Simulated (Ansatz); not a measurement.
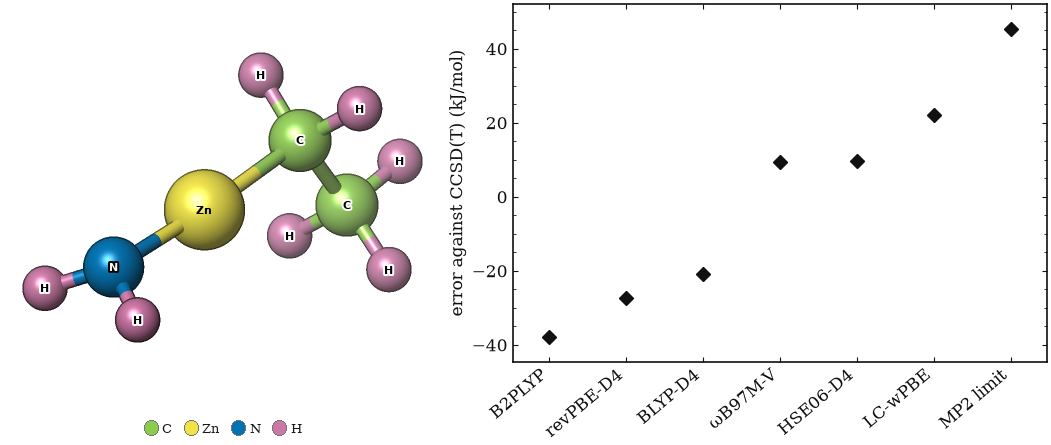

Error in the electronic atomisation energy (method less reference, so positive means overbinding) of C₂H₇NZn, SMILES C[CH2][Zn][NH2], singlet: functionals in def2-TZVPP against frozen-core CCSD(T) at the limit (MP2 extrapolated from triple and quadruple zeta, plus CCSD(T) less MP2 in a smaller set), which gives 3706.4 kJ/mol, at a PBE0-D4/def2-TZVP geometry (a minimum by its frequencies), no zero-point or spin-orbit term, the Ansatz code. The reference leaves out core correlation, a term that grows with the number of heavy atoms. Choice of cores on heavy atoms: Zn/Cu 3s3p. B2PLYP holds a correlation term that converges slowly with the basis, so part of the distance to the limit is basis error. No dispersion term is added to B2PLYP and LC-wPBE. Limit means the basis limit.

Question: Which of these levels overbind, and which underbind?

Answer: Overbind: LC-wPBE and MP2 limit. Underbind: B2PLYP, revPBE-D4 and BLYP-D4. Within 20 kJ/mol of zero, too close to call in view of what the reference leaves out: ωB97M-V and HSE06-D4.

Question: What range do the values span?

Answer: From −37.9 kJ/mol (B2PLYP) to 45.4 kJ/mol (MP2 limit).

Limits of at least one run: no scalar relativity up to krypton; one conformer of a flexible molecule.
